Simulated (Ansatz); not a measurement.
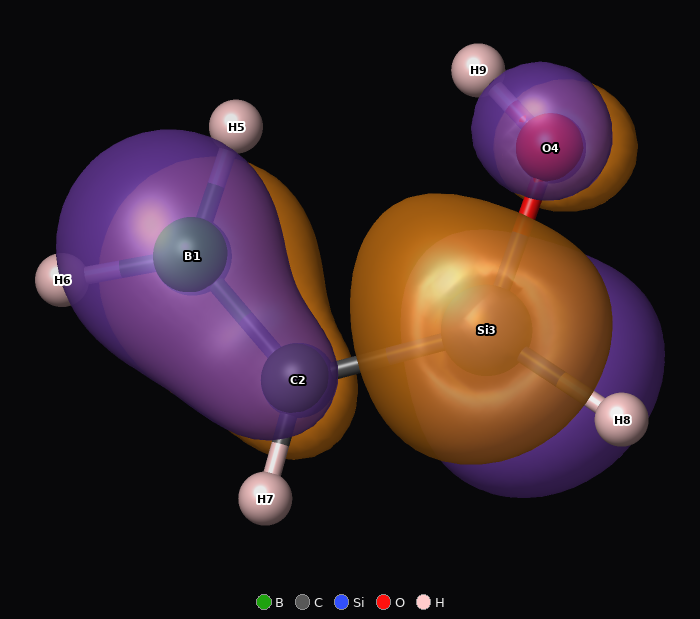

The picture shows: CH5BOSi. The LUMO at ±0.1 Å⁻³ᐟ² (orange and purple are the two phases), seen at a tilt.

Level of theory: Ansatz, RKS PBE-D4/6-31G.

```xyz
9

B    -0.1217    1.1831   -1.0416
C     0.4102   -0.2058   -0.7827
Si    1.2988   -0.9941   -2.0911
O     1.5719   -0.2385   -3.6138
H     0.0597    1.7341   -2.1139
H    -0.7400    1.7957   -0.2061
H     0.2756   -0.7477    0.1607
H     1.9613   -2.3365   -2.2125
H     1.2082    0.6696   -3.7433
```

Question: Describe this orbital and give its energy.

Answer: By Hirshfeld shares it lies mainly on Si3 (about 50 %), B1 (about 25 %), C2 (about 10 %) and O4 (about 10 %); it changes sign across the molecular plane (π type); π-bonding across B1–C2. Its energy is −2.62 eV.
